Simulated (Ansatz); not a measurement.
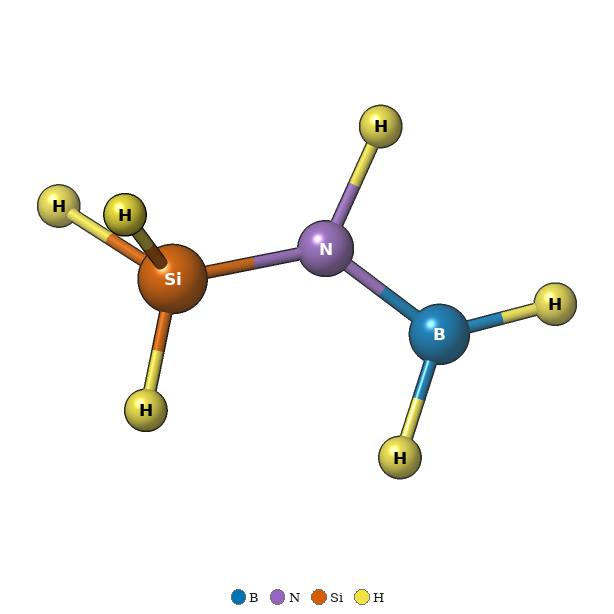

The picture shows the input geometry.

Ansatz 0.2.0 input:

```yaml
crystal:
  periodic: [false, false, false]
  atoms:
    - {symbol: B, position_ang: [-0.794637, 0.856297, -1.001151]}
    - {symbol: N, position_ang: [0.042365, 0.544119, 0.047089]}
    - {symbol: Si, position_ang: [0.536520, -0.833734, 0.627894]}
    - {symbol: H, position_ang: [-1.219875, -0.235014, -1.470279]}
    - {symbol: H, position_ang: [-0.986380, 1.887860, -1.502326]}
    - {symbol: H, position_ang: [0.704091, 1.630142, 0.226658]}
    - {symbol: H, position_ang: [1.868245, -1.114435, 0.646158]}
    - {symbol: H, position_ang: [-0.093069, -1.835929, 0.128515]}
    - {symbol: H, position_ang: [0.304002, -0.834651, 2.290557]}
basis:
  gaussian: {orbitals: cc-pVTZ, final_grid: {core_spheres: 20, valence_spheres: 16, degree: 47}}
hamiltonian: {xc: {name: BHLYP}}
scf: {lower_state_search: off}
```

Command:

```sh
ansatz run in.yaml --threads 4 --pin off --events-out ev --progress --plain --max-ram 10444MiB
```

What the program printed:

```
Functional definition: BHLYP
  name "BHLYP"
  cite "Becke, J. Chem. Phys. 98, 1372 (1993) doi:10.1063/1.464304"
  cite "Becke, Phys. Rev. A 38, 3098 (1988) doi:10.1103/PhysRevA.38.3098"
  cite "Lee, Yang & Parr, Phys. Rev. B 37, 785 (1988) doi:10.1103/PhysRevB.37.785"
  parameter a = 0.5
  exchange = (1 - a)*b88_x + a*exact_x
  correlation = lyp_c
these checks for a lower state are left out or cut short: stability, starts, cluster_reference, orbital_swaps, neighbouring_geometries, increment
1118 factors; their error is unknown
mean field evaluation 1: about -10135.6550 eV, gradient 4.6e1 eV
mean field evaluation 2: about -10133.8236 eV, gradient 5.4e1 eV
mean field evaluation 4: about -10139.9787 eV, gradient 1.4e0 eV
mean field evaluation 8: about -10140.0691 eV, gradient 2.8e-1 eV
mean field evaluation 16: about -10140.0692 eV, gradient 2.3e-6 eV
mean field -10140.06924090 eV, -372.6406714174 hartree, gradient 2.3e-6 eV, S^2 0.000000; 0 other end points of the search recorded, 0 dependent functions left out
reference -10140.06942504 eV, -372.6406781842 hartree; 16, 16 occupied and 162, 162 virtual orbitals, 1118 factors
Total energy: -10140.06942504 eV, -372.6406781842 hartree
Checks for a lower state left out: stability, starts, cluster_reference, orbital_swaps, neighbouring_geometries, increment
```

The run converged.
